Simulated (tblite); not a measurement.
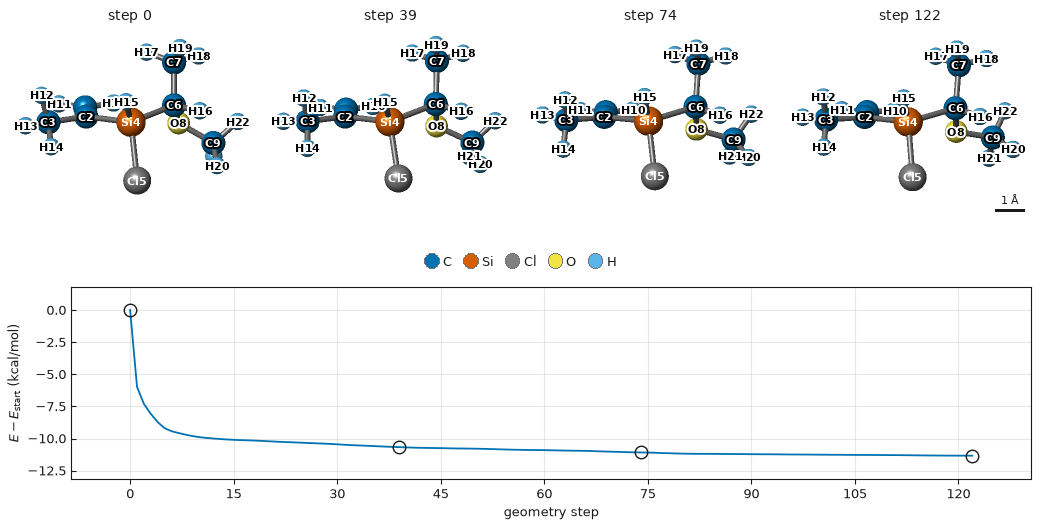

Frames of a relaxation of C$_{6}$H$_{13}$ClOSi, marked on the history of the run. Style: ball-and-stick. Shown at a tilt.

The calculation used GFN2-xTB geometry optimisation, gas phase (tblite). 

**Describe the path.**

The largest move after the best rigid fit is that of an H atom, 0.88 Å. By element the largest moves are H 0.88 Å, Cl 0.41 Å, O 0.38 Å, C 0.30 Å, Si 0.16 Å. Among the contacts that change: C–Si 1.857 → 1.918 Å, C–O 1.361 → 1.422 Å, C–Si 1.840 → 1.890 Å, Cl–Si 2.069 → 2.020 Å. Bond angles that change, for instance: Si–C–O 113.4° → 104.3°, C–C–H 114.9° → 121.8°, C–C–O 107.8° → 112.9°. Groups turn about C–O by about 40°. Over 122 geometry steps the energy falls by 11.3 kcal/mol. From step 0 to 39: an H atom moves most (0.26 Å), energy −10.7 kcal/mol. From step 39 to 74: an H atom moves most (0.39 Å), energy −0.41 kcal/mol. From step 74 to 122: an H atom moves most (0.34 Å), energy −0.25 kcal/mol.

```json
{"step": "0", "E − E(0), kcal/mol": "0.00"}
{"step": "1", "E − E(0), kcal/mol": "-5.98"}
{"step": "2", "E − E(0), kcal/mol": "-7.31"}
{"step": "3", "E − E(0), kcal/mol": "-8.08"}
{"step": "4", "E − E(0), kcal/mol": "-8.72"}
{"step": "5", "E − E(0), kcal/mol": "-9.20"}
{"step": "6", "E − E(0), kcal/mol": "-9.43"}
{"step": "7", "E − E(0), kcal/mol": "-9.57"}
{"step": "8", "E − E(0), kcal/mol": "-9.70"}
{"step": "9", "E − E(0), kcal/mol": "-9.81"}
{"step": "10", "E − E(0), kcal/mol": "-9.89"}
{"step": "16", "E − E(0), kcal/mol": "-10.12"}
{"step": "22", "E − E(0), kcal/mol": "-10.27"}
{"step": "28", "E − E(0), kcal/mol": "-10.40"}
{"step": "34", "E − E(0), kcal/mol": "-10.56"}
{"step": "39", "E − E(0), kcal/mol": "-10.67"}
{"step": "45", "E − E(0), kcal/mol": "-10.75"}
{"step": "51", "E − E(0), kcal/mol": "-10.80"}
{"step": "57", "E − E(0), kcal/mol": "-10.89"}
{"step": "63", "E − E(0), kcal/mol": "-10.94"}
{"step": "69", "E − E(0), kcal/mol": "-11.02"}
{"step": "75", "E − E(0), kcal/mol": "-11.09"}
{"step": "81", "E − E(0), kcal/mol": "-11.19"}
{"step": "87", "E − E(0), kcal/mol": "-11.21"}
{"step": "93", "E − E(0), kcal/mol": "-11.23"}
{"step": "98", "E − E(0), kcal/mol": "-11.25"}
{"step": "104", "E − E(0), kcal/mol": "-11.27"}
{"step": "110", "E − E(0), kcal/mol": "-11.29"}
{"step": "116", "E − E(0), kcal/mol": "-11.32"}
{"step": "122", "E − E(0), kcal/mol": "-11.34"}
```
